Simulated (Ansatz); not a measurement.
# PH₂+ (singlet): from Hartree-Fock to the top rungs at distance P1–H3 = 1.929 Å, cc-pVDZ, part 1 of 2

Aim: climb from Hartree-Fock through coupled cluster and multireference methods for PH₂+ (singlet) at one geometry and basis, and see what each rung misses.

The runs use Ansatz 0.2.0, Gaussian basis; cc-pVDZ, core rule «outside noble gas», up to 5 orbitals frozen.

Plan: UHF; CCSD(T) on RHF; CCSD(T) on UHF; BCCD(T) on RHF; CISD; CCSDT(Q) on RHF; CCSDT(Q) on UHF; CCSDTQ on RHF; CASSCF and MRCISD+Q, 2 electrons in 2 orbitals; CASSCF and NEVPT2, 2 electrons in 2 orbitals; CASSCF and MRCISD+Q, 6 electrons in 6 orbitals; CASSCF and NEVPT4(SD), 6 electrons in 6 orbitals; CASSCF and NEVPT2, 6 electrons in 6 orbitals; Full CI.

9 further runs of the same task are left out: 9 that didn't finish. Runs told in other sessions of the task aren't counted.

**1. The geometry**

The geometry derives from a PBE0/def2-TZVP stationary point (not a proven minimum). One bond is set to the value named and the two fragments are kept rigid.

3 atoms, charge 1, spin multiplicity 1.

Atoms are counted from 1 here; the program's logs count them from 0.

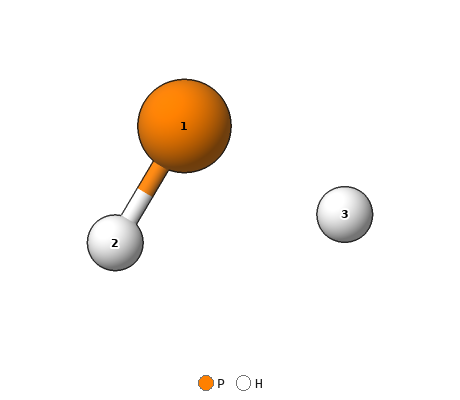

The structure; phosphorus orange, hydrogen white; atoms are numbered from 1 in the order of the file.

In the tables R marks a restricted determinant and U an unrestricted one; 'pair' is the active space of 2 electrons in 2 orbitals; 'valence' is the active space of 6 electrons in 6 orbitals; energies count from the table's Hartree-Fock row.

**2. UHF**

Input file in.yaml:

```yaml
crystal:
  periodic: [false, false, false]
  atoms:
    - {symbol: P, position_ang: [0.000000, -0.071461, -0.010958]}
    - {symbol: H, position_ang: [0.000000, 0.923934, -1.036514]}
    - {symbol: H, position_ang: [0.000000, 1.272039, 1.373256]}
basis:
  gaussian: {orbitals: cc-pVDZ}
total_charge: 1
magnetization: {spin_polarized: true, initial_magnetization: 0}
hamiltonian: {xc: hf}
output: {orbitals: {seedname: orbitals}}
```

On the command line:

```sh
$ ansatz run in.yaml --threads 1 --pin off --events-out ev --progress --plain --max-ram 2393MiB
```

Output:

```text
Functional definition: HF
  name "HF"
  cite "Fock, Z. Phys. 61, 126 (1930) doi:10.1007/BF01340294"
  parent pbe
  exchange = exact_x
  correlation = 0
284 factors; integrals over basis functions are off by at most 6.1e-4 eV
mean field evaluation 1: about -9291.7686 eV, gradient 4.3e0 eV
mean field evaluation 2: about -9291.7690 eV, gradient 4.3e0 eV
mean field evaluation 4: about -9291.9644 eV, gradient 1.9e-1 eV
mean field evaluation 8: about -9291.9649 eV, gradient 4.7e-5 eV
mean field evaluation 16: about -9292.0637 eV, gradient 2.0e-1 eV
mean field evaluation 32: about -9292.0657 eV, gradient 8.6e-6 eV
mean field evaluation 64: about -9291.9245 eV, gradient 1.3e0 eV
mean field evaluation 96: about -9286.6814 eV, gradient 8.4e0 eV
mean field evaluation 128: about -9291.4785 eV, gradient 6.2e-5 eV
mean field -9292.06565276 eV, -341.4771143504 hartree, gradient 8.6e-6 eV, S^2 0.418055; 7 other end points of the search recorded, 0 dependent functions left out
reference -9292.06565276 eV, -341.4771143504 hartree; 8, 8 occupied and 20, 20 virtual orbitals, 284 factors
Total energy: -9292.06565276 eV, -341.4771143504 hartree
```

It took 0.27 s on 1 thread of Arm Neoverse V2, shared host.

From the report: ⟨S²⟩ of the determinant 0.418 (pure singlet: 0.00).

The unrestricted solution breaks the spin symmetry, so the restricted determinant is unstable here.

**3. CCSD(T) on RHF**

Changes to in.yaml since step 2:

```diff
@@ -9,4 +9,4 @@
 total_charge: 1
-magnetization: {spin_polarized: true, initial_magnetization: 0}
-hamiltonian: {xc: hf}
-output: {orbitals: {seedname: orbitals}}
+magnetization: {spin_polarized: false}
+correlation: {method: ccsd_t, electrons: outside_noble_gas}
+output: {forces: true}
```

The command is unchanged.

Output:

```text
Functional definition: HF
  name "HF"
  cite "Fock, Z. Phys. 61, 126 (1930) doi:10.1007/BF01340294"
  parent pbe
  exchange = exact_x
  correlation = 0
284 factors; integrals over basis functions are off by at most 6.1e-4 eV
mean field evaluation 1: about -9291.7686 eV, gradient 6.1e0 eV
mean field evaluation 2: about -9291.7690 eV, gradient 6.1e0 eV
mean field evaluation 4: about -9291.9646 eV, gradient 2.7e-1 eV
mean field evaluation 8: about -9291.9649 eV, gradient 6.5e-5 eV
mean field -9291.96494335 eV, -341.4734133480 hartree, gradient 2.0e-6 eV, S^2 0.000000; 0 other end points of the search recorded, 0 dependent functions left out; unrestricted orbitals would lower it
mean field evaluation 16: about -9291.9929 eV, gradient 5.4e0 eV
5 core orbitals not correlated: weight in the atoms' cores, before any rotation towards them, 1.000 or more for the frozen orbitals, at most 0.000 for the correlated occupied ones
reference -9291.96494335 eV, -341.4734133480 hartree; 3, 3 occupied and 20, 20 virtual orbitals, 284 factors
second order -2.78978208 eV of doubles, -0.00000000 eV of singles
cycle   1  -3.37475099 eV  change   -5.8e-1 eV  update   7.2e-2
cycle   2  -3.69644515 eV  change   -3.2e-1 eV  update   3.4e-2
cycle   3  -3.71389354 eV  change   -1.7e-2 eV  update   8.9e-3
cycle   4  -3.71744529 eV  change   -3.6e-3 eV  update   3.1e-3
cycle   5  -3.71752318 eV  change   -7.8e-5 eV  update   1.3e-3
cycle   6  -3.71707741 eV  change    4.5e-4 eV  update   3.8e-4
cycle   7  -3.71725624 eV  change   -1.8e-4 eV  update   1.2e-4
cycle   8  -3.71724109 eV  change    1.5e-5 eV  update   4.6e-5
cycle   9  -3.71721935 eV  change    2.2e-5 eV  update   1.6e-5
cycle  10  -3.71722914 eV  change   -9.8e-6 eV  update   5.1e-6
cycle  11  -3.71722959 eV  change   -4.5e-7 eV  update   1.9e-6
perturbative correction -0.09186989 eV, -0.0033761562 hartree
the calculation of the forces begins
Total energy: -9295.77404283 eV, -341.6133951719 hartree
Atom 0 at     0.000000    -0.071461    -0.010958 Å, force     0.000000     2.078248     2.495941 eV/Å
Atom 1 at     0.000000     0.923934    -1.036514 Å, force     0.000000     0.181179    -0.114774 eV/Å
Atom 2 at     0.000000     1.272039     1.373256 Å, force     0.000000    -2.259427    -2.381167 eV/Å
Dipole moment:    -0.000000     0.200320     0.004817 e Å
```

It took 0.3 s on 1 thread of Arm Neoverse V2, shared host.

From the report: correlation -3.8091 eV; T1 0.017; largest double amplitude 0.16.

**4. CCSD(T) on UHF**

Changes to in.yaml since step 3:

```diff
@@ -9,3 +9,3 @@
 total_charge: 1
-magnetization: {spin_polarized: false}
+magnetization: {spin_polarized: true, initial_magnetization: 0}
 correlation: {method: ccsd_t, electrons: outside_noble_gas}
```

Launched as before.

Output:

```text
Functional definition: HF
  name "HF"
  cite "Fock, Z. Phys. 61, 126 (1930) doi:10.1007/BF01340294"
  parent pbe
  exchange = exact_x
  correlation = 0
284 factors; integrals over basis functions are off by at most 6.1e-4 eV
mean field evaluation 1: about -9291.7686 eV, gradient 4.3e0 eV
mean field evaluation 2: about -9291.7690 eV, gradient 4.3e0 eV
mean field evaluation 4: about -9291.9644 eV, gradient 1.9e-1 eV
mean field evaluation 8: about -9291.9649 eV, gradient 4.7e-5 eV
mean field evaluation 16: about -9291.9692 eV, gradient 1.7e-1 eV
mean field evaluation 32: about -9291.9699 eV, gradient 9.6e-2 eV
mean field evaluation 64: about -9291.4785 eV, gradient 3.4e-6 eV
mean field evaluation 96: about -9291.0323 eV, gradient 3.0e0 eV
mean field evaluation 128: about -9291.4785 eV, gradient 1.5e-2 eV
mean field evaluation 160: about -9291.5239 eV, gradient 3.9e-1 eV
mean field evaluation 192: about -9289.4133 eV, gradient 2.0e0 eV
mean field evaluation 224: about -9289.4708 eV, gradient 5.8e-4 eV
mean field evaluation 256: about -9291.9670 eV, gradient 1.1e-1 eV
mean field evaluation 288: about -9284.6823 eV, gradient 1.2e1 eV
mean field evaluation 320: about -9290.6648 eV, gradient 3.3e0 eV
mean field evaluation 352: about -9289.4687 eV, gradient 1.9e-2 eV
mean field -9292.06565276 eV, -341.4771143504 hartree, gradient 3.8e-6 eV, S^2 0.418054; 14 other end points of the search recorded, 0 dependent functions left out
determinant -9292.06565276 eV, -341.4771143504 hartree, with singles and doubles -9295.60803084 eV, -341.6072943439 hartree
determinant -9291.47852452 eV, -341.4555377856 hartree, with singles and doubles -9294.28628250 eV, -341.5587209884 hartree
determinant -9289.47077902 eV, -341.3817544994 hartree, with singles and doubles -9292.56318290 eV, -341.4953982461 hartree
determinant -9292.06494510 eV, -341.4770883445 hartree, with singles and doubles -9295.63461315 eV, -341.6082712259 hartree
determinant -9292.06565276 eV, -341.4771143504 hartree, with singles and doubles -9295.67100797 eV, -341.6096087106 hartree
determinant -9292.06494510 eV, -341.4770883445 hartree, with singles and doubles -9295.67232954 eV, -341.6096572777 hartree
determinant -9291.97086741 eV, -341.4736310534 hartree, with singles and doubles -9295.67723345 eV, -341.6098374929 hartree
determinant -9291.96494335 eV, -341.4734133480 hartree, with singles and doubles -9295.68243433 eV, -341.6100286219 hartree
5 core orbitals not correlated: weight in the atoms' cores, before any rotation towards them, 1.000 or more for the frozen orbitals, at most 0.000 for the correlated occupied ones
reference -9292.06494509 eV, -341.4770883442 hartree; 3, 3 occupied and 20, 20 virtual orbitals, 284 factors
second order -2.54867815 eV of doubles, -0.00000000 eV of singles
cycle   1  -3.60738593 eV  change   -1.5e-6 eV  update   8.6e-5
cycle   2  -3.60738409 eV  change    1.8e-6 eV  update   4.1e-5
cycle   3  -3.60738308 eV  change    1.0e-6 eV  update   2.2e-5
cycle   4  -3.60738374 eV  change   -6.6e-7 eV  update   7.9e-6
cycle   5  -3.60738422 eV  change   -4.8e-7 eV  update   3.0e-6
cycle   6  -3.60738471 eV  change   -4.9e-7 eV  update   1.7e-6
cycle   7  -3.60738525 eV  change   -5.3e-7 eV  update   1.1e-6
cycle   8  -3.60738579 eV  change   -5.4e-7 eV  update   7.5e-7
cycle   9  -3.60738601 eV  change   -2.2e-7 eV  update   3.6e-7
perturbative correction -0.09783101 eV, -0.0035952233 hartree
the calculation of the forces begins
Total energy: -9295.77016211 eV, -341.6132525581 hartree
Atom 0 at     0.000000    -0.071461    -0.010958 Å, force     0.000000     2.051235     2.486750 eV/Å
Atom 1 at     0.000000     0.923934    -1.036514 Å, force    -0.000000     0.191988    -0.111904 eV/Å
Atom 2 at     0.000000     1.272039     1.373256 Å, force     0.000000    -2.243223    -2.374846 eV/Å
Dipole moment:    -0.000000     0.200961     0.004464 e Å
```

Run time: 1.3 s. Hardware: 1 thread of Arm Neoverse V2, shared host.

From the report: ⟨S²⟩ of the determinant 0.395 (pure singlet: 0.00); correlation -3.7052 eV; T1 0.119; largest double amplitude 0.18.

**5. BCCD(T) on RHF**

Changes to in.yaml since step 4:

```diff
@@ -9,4 +9,3 @@
 total_charge: 1
-magnetization: {spin_polarized: true, initial_magnetization: 0}
-correlation: {method: ccsd_t, electrons: outside_noble_gas}
-output: {forces: true}
+magnetization: {spin_polarized: false}
+correlation: {method: bccd_t, electrons: outside_noble_gas}
```

The command is unchanged.

Output:

```text
Functional definition: HF
  name "HF"
  cite "Fock, Z. Phys. 61, 126 (1930) doi:10.1007/BF01340294"
  parent pbe
  exchange = exact_x
  correlation = 0
284 factors; integrals over basis functions are off by at most 6.1e-4 eV
mean field evaluation 1: about -9291.7686 eV, gradient 6.1e0 eV
mean field evaluation 2: about -9291.7690 eV, gradient 6.1e0 eV
mean field evaluation 4: about -9291.9646 eV, gradient 2.7e-1 eV
mean field evaluation 8: about -9291.9649 eV, gradient 6.5e-5 eV
mean field -9291.96494335 eV, -341.4734133480 hartree, gradient 2.0e-6 eV, S^2 0.000000; 0 other end points of the search recorded, 0 dependent functions left out; unrestricted orbitals would lower it
mean field evaluation 16: about -9291.9929 eV, gradient 5.4e0 eV
5 core orbitals not correlated: weight in the atoms' cores, before any rotation towards them, 1.000 or more for the frozen orbitals, at most 0.000 for the correlated occupied ones
reference -9291.96494335 eV, -341.4734133480 hartree; 3, 3 occupied and 20, 20 virtual orbitals, 284 factors
second order -2.78978208 eV of doubles, -0.00000000 eV of singles
cycle   1  -3.38660864 eV  change   -6.0e-1 eV  update   7.2e-2
cycle   2  -3.69953931 eV  change   -3.1e-1 eV  update   3.4e-2
cycle   3  -3.71240769 eV  change   -1.3e-2 eV  update   9.0e-3
cycle   4  -3.71551124 eV  change   -3.1e-3 eV  update   3.1e-3
cycle   5  -3.71536617 eV  change    1.5e-4 eV  update   1.4e-3
cycle   6  -3.71479631 eV  change    5.7e-4 eV  update   4.3e-4
cycle   7  -3.71486732 eV  change   -7.1e-5 eV  update   1.4e-4
cycle   8  -3.71495387 eV  change   -8.7e-5 eV  update   5.4e-5
cycle   9  -3.71491380 eV  change    4.0e-5 eV  update   1.8e-5
cycle  10  -3.71493008 eV  change   -1.6e-5 eV  update   6.0e-6
cycle  11  -3.71493033 eV  change   -2.4e-7 eV  update   2.2e-6
perturbative correction -0.09439157 eV, -0.0034688261 hartree
Total energy: -9295.77426524 eV, -341.6134033455 hartree
```

Wall time 0.24 s (1 thread of Arm Neoverse V2, shared host).

From the report: correlation -3.8093 eV; largest double amplitude 0.16.

**6. CISD**

Changes to in.yaml since step 5:

```diff
@@ -9,3 +9,2 @@
 total_charge: 1
-magnetization: {spin_polarized: false}
-correlation: {method: bccd_t, electrons: outside_noble_gas}
+correlation: {active_space: {ras: {orbitals: [3, 0, 20], electrons: 6, max_holes: 2, max_particles: 2}, fixed_orbitals: true}}
```

Launched as before.

Output:

```text
Functional definition: HF
  name "HF"
  cite "Fock, Z. Phys. 61, 126 (1930) doi:10.1007/BF01340294"
  parent pbe
  exchange = exact_x
  correlation = 0
284 factors; integrals over basis functions are off by at most 6.1e-4 eV
mean field evaluation 1: about -9291.7686 eV, gradient 6.1e0 eV
mean field evaluation 2: about -9291.7690 eV, gradient 6.1e0 eV
mean field evaluation 4: about -9291.9646 eV, gradient 2.7e-1 eV
mean field evaluation 8: about -9291.9649 eV, gradient 6.5e-5 eV
mean field -9291.96494335 eV, -341.4734133480 hartree, gradient 2.0e-6 eV, S^2 0.000000; 0 other end points of the search recorded, 0 dependent functions left out
reference -9291.96494335 eV, -341.4734133480 hartree; 8, 8 occupied and 20, 20 virtual orbitals, 284 factors
state -9295.49122267 eV, -341.6030017227 hartree
Total energy: -9295.49122267 eV, -341.6030017227 hartree
```

It took 0.3 s on 1 thread of Arm Neoverse V2, shared host.

From the report: 2,809 determinants.

**7. CCSDT(Q) on RHF**

Changes to in.yaml since step 6:

```diff
@@ -9,2 +9,3 @@
 total_charge: 1
-correlation: {active_space: {ras: {orbitals: [3, 0, 20], electrons: 6, max_holes: 2, max_particles: 2}, fixed_orbitals: true}}
+magnetization: {spin_polarized: false}
+correlation: {method: ccsdt_q, electrons: outside_noble_gas}
```

Launched as before.

Output:

```text
Functional definition: HF
  name "HF"
  cite "Fock, Z. Phys. 61, 126 (1930) doi:10.1007/BF01340294"
  parent pbe
  exchange = exact_x
  correlation = 0
502 factors; integrals over basis functions are off by at most 1.6e-7 eV
mean field evaluation 1: about -9291.7692 eV, gradient 6.1e0 eV
mean field evaluation 2: about -9291.7690 eV, gradient 6.1e0 eV
mean field evaluation 4: about -9291.9644 eV, gradient 2.7e-1 eV
mean field evaluation 8: about -9291.9649 eV, gradient 2.4e-6 eV
mean field evaluation 16: about -9291.9649 eV, gradient 7.9e-7 eV
mean field -9291.96493983 eV, -341.4734132187 hartree, gradient 7.9e-7 eV, S^2 0.000000; 0 other end points of the search recorded, 0 dependent functions left out; unrestricted orbitals would lower it
5 core orbitals not correlated: weight in the atoms' cores, before any rotation towards them, 1.000 or more for the frozen orbitals, at most 0.000 for the correlated occupied ones
reference -9291.96493983 eV, -341.4734132187 hartree; 3, 3 occupied and 20, 20 virtual orbitals, 502 factors
second order -2.78982543 eV of doubles, -0.00000000 eV of singles
cycle   1  -3.37477752 eV  change   -5.8e-1 eV  update   7.6e-2
cycle   2  -3.80134060 eV  change   -4.3e-1 eV  update   3.9e-2
cycle   3  -3.82454088 eV  change   -2.3e-2 eV  update   1.1e-2
cycle   4  -3.83071460 eV  change   -6.2e-3 eV  update   5.0e-3
cycle   5  -3.83136988 eV  change   -6.6e-4 eV  update   2.0e-3
cycle   6  -3.83073928 eV  change    6.3e-4 eV  update   9.2e-4
cycle   7  -3.83106604 eV  change   -3.3e-4 eV  update   4.5e-4
cycle   8  -3.83123094 eV  change   -1.6e-4 eV  update   2.1e-4
cycle   9  -3.83100196 eV  change    2.3e-4 eV  update   9.0e-5
cycle  10  -3.83105364 eV  change   -5.2e-5 eV  update   3.8e-5
cycle  11  -3.83107699 eV  change   -2.3e-5 eV  update   1.8e-5
cycle  12  -3.83107652 eV  change    4.7e-7 eV  update   7.5e-6
cycle  13  -3.83106432 eV  change    1.2e-5 eV  update   3.2e-6
cycle  14  -3.83106212 eV  change    2.2e-6 eV  update   1.0e-6
cycle  15  -3.83106333 eV  change   -1.2e-6 eV  update   4.7e-7
cycle  16  -3.83106367 eV  change   -3.4e-7 eV  update   1.5e-7
perturbative correction -0.00453006 eV, -0.0001664768 hartree
Total energy: -9295.80053357 eV, -341.6143686886 hartree
```

It took 0.57 s on 1 thread of Arm Neoverse V2, shared host.

From the report: correlation -3.8356 eV; T1 0.018; largest double amplitude 0.17.

**8. CCSDT(Q) on UHF**

Changes to in.yaml since step 7:

```diff
@@ -9,3 +9,3 @@
 total_charge: 1
-magnetization: {spin_polarized: false}
+magnetization: {spin_polarized: true, initial_magnetization: 0}
 correlation: {method: ccsdt_q, electrons: outside_noble_gas}
```

The command is unchanged.

Output:

```text
Functional definition: HF
  name "HF"
  cite "Fock, Z. Phys. 61, 126 (1930) doi:10.1007/BF01340294"
  parent pbe
  exchange = exact_x
  correlation = 0
502 factors; integrals over basis functions are off by at most 1.6e-7 eV
mean field evaluation 1: about -9291.7692 eV, gradient 4.3e0 eV
mean field evaluation 2: about -9291.7690 eV, gradient 4.3e0 eV
mean field evaluation 4: about -9291.9644 eV, gradient 1.9e-1 eV
mean field evaluation 8: about -9291.9649 eV, gradient 1.7e-6 eV
mean field evaluation 16: about -9291.9692 eV, gradient 1.7e-1 eV
mean field evaluation 32: about -9292.0657 eV, gradient 3.9e-6 eV
mean field evaluation 64: about -9290.2302 eV, gradient 7.7e0 eV
mean field evaluation 96: about -9291.4781 eV, gradient 2.0e-1 eV
mean field evaluation 128: about -9291.4837 eV, gradient 3.5e-1 eV
mean field evaluation 160: about -9291.0273 eV, gradient 3.3e0 eV
mean field evaluation 192: about -9288.7185 eV, gradient 4.4e0 eV
mean field evaluation 224: about -9289.4708 eV, gradient 2.1e-2 eV
mean field evaluation 256: about -9291.9640 eV, gradient 3.0e-1 eV
mean field evaluation 288: about -9285.6273 eV, gradient 6.3e0 eV
mean field evaluation 320: about -9291.0294 eV, gradient 1.8e0 eV
mean field evaluation 352: about -9289.4708 eV, gradient 7.7e-4 eV
mean field -9292.06565296 eV, -341.4771143579 hartree, gradient 3.9e-6 eV, S^2 0.418069; 14 other end points of the search recorded, 0 dependent functions left out
determinant -9292.06565296 eV, -341.4771143579 hartree, with singles and doubles -9295.60804468 eV, -341.6072948525 hartree
determinant -9291.47853652 eV, -341.4555382268 hartree, with singles and doubles -9294.28630180 eV, -341.5587216976 hartree
determinant -9289.47079012 eV, -341.3817549075 hartree, with singles and doubles -9292.56329103 eV, -341.4954022196 hartree
determinant -9292.06494468 eV, -341.4770883290 hartree, with singles and doubles -9295.63463057 eV, -341.6082718661 hartree
determinant -9292.06565296 eV, -341.4771143579 hartree, with singles and doubles -9295.67102588 eV, -341.6096093689 hartree
determinant -9292.06494468 eV, -341.4770883290 hartree, with singles and doubles -9295.67234995 eV, -341.6096580277 hartree
determinant -9291.97086585 eV, -341.4736309961 hartree, with singles and doubles -9295.67725285 eV, -341.6098382060 hartree
determinant -9291.96493983 eV, -341.4734132187 hartree, with singles and doubles -9295.68245457 eV, -341.6100293656 hartree
5 core orbitals not correlated: weight in the atoms' cores, before any rotation towards them, 1.000 or more for the frozen orbitals, at most 0.000 for the correlated occupied ones
reference -9292.06494467 eV, -341.4770883287 hartree; 3, 3 occupied and 20, 20 virtual orbitals, 502 factors
second order -2.54871234 eV of doubles, -0.00000000 eV of singles
cycle   1  -3.09583018 eV  change   -5.5e-1 eV  update   7.5e-2
cycle   2  -3.50301143 eV  change   -4.1e-1 eV  update   4.5e-2
cycle   3  -3.55829021 eV  change   -5.5e-2 eV  update   2.7e-2
cycle   4  -3.61610976 eV  change   -5.8e-2 eV  update   2.2e-2
cycle   5  -3.67171510 eV  change   -5.6e-2 eV  update   1.7e-2
cycle   6  -3.69880057 eV  change   -2.7e-2 eV  update   1.1e-2
cycle   7  -3.72286161 eV  change   -2.4e-2 eV  update   7.6e-3
cycle   8  -3.72715326 eV  change   -4.3e-3 eV  update   4.4e-3
cycle   9  -3.72778605 eV  change   -6.3e-4 eV  update   2.5e-3
cycle  10  -3.73124662 eV  change   -3.5e-3 eV  update   1.5e-3
cycle  11  -3.73067236 eV  change    5.7e-4 eV  update   7.5e-4
cycle  12  -3.73028442 eV  change    3.9e-4 eV  update   4.2e-4
cycle  13  -3.73009021 eV  change    1.9e-4 eV  update   1.9e-4
cycle  14  -3.73010837 eV  change   -1.8e-5 eV  update   8.3e-5
cycle  15  -3.73011216 eV  change   -3.8e-6 eV  update   4.1e-5
cycle  16  -3.73008388 eV  change    2.8e-5 eV  update   2.2e-5
cycle  17  -3.73007021 eV  change    1.4e-5 eV  update   9.1e-6
cycle  18  -3.73006778 eV  change    2.4e-6 eV  update   4.1e-6
cycle  19  -3.73007091 eV  change   -3.1e-6 eV  update   2.0e-6
cycle  20  -3.73007209 eV  change   -1.2e-6 eV  update   8.4e-7
cycle  21  -3.73007289 eV  change   -8.0e-7 eV  update   4.6e-7
cycle  22  -3.73007350 eV  change   -6.1e-7 eV  update   2.4e-7
cycle  23  -3.73007364 eV  change   -1.4e-7 eV  update   1.2e-7
perturbative correction -0.00505962 eV, -0.0001859377 hartree
Total energy: -9295.80007793 eV, -341.6143519443 hartree
```

Wall time 2.9 s (1 thread of Arm Neoverse V2, shared host).

From the report: ⟨S²⟩ of the determinant 0.395 (pure singlet: 0.00); correlation -3.7351 eV; T1 0.125; largest double amplitude 0.19.

(Continued in part 2 of 2.)
